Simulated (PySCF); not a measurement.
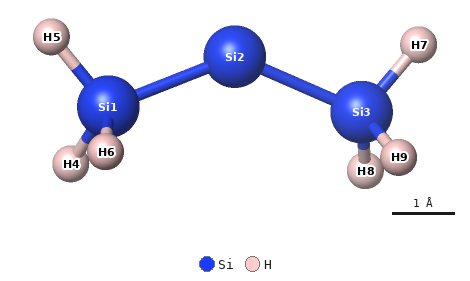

Fig. 1: The input geometry (ball-and-stick view, seen at a tilt; atoms are numbered from 1 in the order of the input). Bond lengths as drawn: H–Si 1.47 Å and Si–Si 2.29 Å.

# GW calculation, with input and output: Si₃H₆

The run: GW calculation of Si₃H₆, multiplicity 3. Method and program: G0W0 (BP86)/ANO-RCC-VDZ, UKS, sfX2C (PySCF 2.14.0).

The geometry comes from this level: GFN2-xTB.

### The input (input.py)
```python
from pyscf import gto, dft
from pyscf.gw.ugw_ac import UGWAC

molecule = gto.M(
    atom=[
    ('Si', (-0.984160, 1.443390, -1.197490)),
    ('Si', (0.770230, 0.222890, -0.386490)),
    ('Si', (1.035070, -1.429460, 1.170090)),
    ('H', (-2.045130, 0.662270, -1.859720)),
    ('H', (-0.467840, 2.384690, -2.200840)),
    ('H', (-1.703380, 2.250010, -0.194910)),
    ('H', (2.458960, -1.788690, 1.225550)),
    ('H', (0.296480, -2.677340, 0.900140)),
    ('H', (0.639770, -1.067750, 2.543680)),
],
    verbose=3,
    basis='ano-rcc-vdz',
    max_memory=1860,
    spin=2,
    charge=0,
)

ks = dft.UKS(molecule, xc='bp86')
ks = ks.sfx2c1e()
ks.grids.level = 4
ks.conv_tol = 1e-10
ks.kernel()
if not ks.converged:
    ks = ks.newton().run(ks.mo_coeff, ks.mo_occ)

e_tot = ks.e_tot
print('E(%s) = %.9f' % ('BP86', e_tot))

nocc = molecule.nelec[0]
orbs = list(range(max(0, nocc - 2), min(molecule.nao, nocc + 2)))
mygw = UGWAC(ks)
mygw.orbs = orbs
mygw.kernel()
for s in range(2):
    print('spin', s)
    for p in orbs:
        print('%4d %12.4f %12.4f' % (p + 1, ks.mo_energy[s][p] * 27.211386, mygw.mo_energy[s][p] * 27.211386))
```

Machine: 1 thread of Intel Xeon (Sapphire Rapids), 16 GiB of memory available, shared host.

Run as:
```bash
OMP_NUM_THREADS=1 python input.py
```

### The program's output
```
WARN: HOMO -0.16442151599614 >= LUMO -0.190840318883748

converged SCF energy = -873.870263829179  <S^2> = 2.0041043  2S+1 = 3.002735
E(BP86) = -873.870263829

WARN: Even tempered Gaussians are generated as DF auxbasis for  H Si

WARN: GW QP energies may not be sorted from min to max

spin 0
  24      -5.6519      -7.4267
  25      -4.9585      -6.7030
  26      -1.3951       1.8190
  27      -0.1997       2.6695
spin 1
  24      -4.0007      -0.8191
  25      -3.3257      -0.0932
  26      -1.0083       2.1589
  27       0.0663       2.5659
```

### Summary

```json
{"quantity": "outcome", "value": "converged"}
{"quantity": "total energy", "value": "−873.870264 hartree"}
{"quantity": "basis functions", "value": "51"}
{"quantity": "⟨S²⟩", "value": "2.004"}
{"quantity": "dipole moment", "value": "0.24 D"}
{"quantity": "wall time", "value": "19 s"}
{"quantity": "peak memory", "value": "0.35 GiB"}
```
